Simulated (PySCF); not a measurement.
Consider C₇H₄ClO (doublet).

Input

```
{"job": {"kind": "epr", "basis": "pcH-1"}, "charge": 0, "multiplicity": 2}
O      3.049227    -0.332046     0.798611
C      2.259091     0.164506     0.040065
C      0.803507     0.001056     0.092361
C      0.235965    -0.798089     1.103797
C     -1.111099    -0.928884     1.122773
C     -1.960949    -0.338837     0.226716
Cl    -3.667457    -0.544467     0.303511
C     -1.404279     0.456291    -0.780946
C     -0.035369     0.616762    -0.836168
H      2.593887     0.813275    -0.794296
H      0.891329    -1.271779     1.819080
H     -2.054243     0.931810    -1.499696
H      0.396002     1.230890    -1.613535
```

Command:

```sh
OMP_NUM_THREADS=1 python probes_run.py task.json out
```

Geometry: GFN2-xTB.

Computed with UKS B3LYP, pcH-1 on C Cl H O, non-relativistic, mean-field spin-orbit, GIAO in PySCF 2.14.0, density-fitted response routines.

Q: What will maps of the electron density, electron localisation function and spin density show?

A: C–O (1.20 Å): the density is about 3.3 e/Å³ at the midpoint; the ELF peaks at about 0.85 between the atoms: a multiple bond.
C–C (1.35 Å): ρ is about 2.2 e/Å³ halfway; the ELF peaks at about 0.95 between the atoms; localised, covalent bonding.
C–Cl (1.72 Å): the density is about 1.5 e/Å³ at the midpoint; the ELF peaks at about 0.90 between the atoms: localised, covalent bonding.
C–H (1.08 Å): ρ is about 2.1 e/Å³ halfway; the ELF climbs to about 1 towards the hydrogen, as it does in any bond to H; an ordinary covalent bond to hydrogen.
The unpaired spin (1 electron) lies mostly on C5 (about 0.8), in electrons by Hirshfeld's partition.

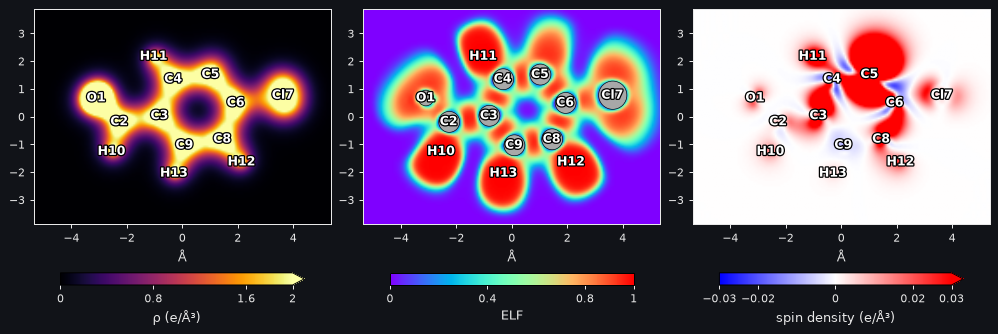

Computed electron density, electron localisation function and spin density on the molecular plane, in this order. Grey discs cover the atomic cores in the ELF map. 
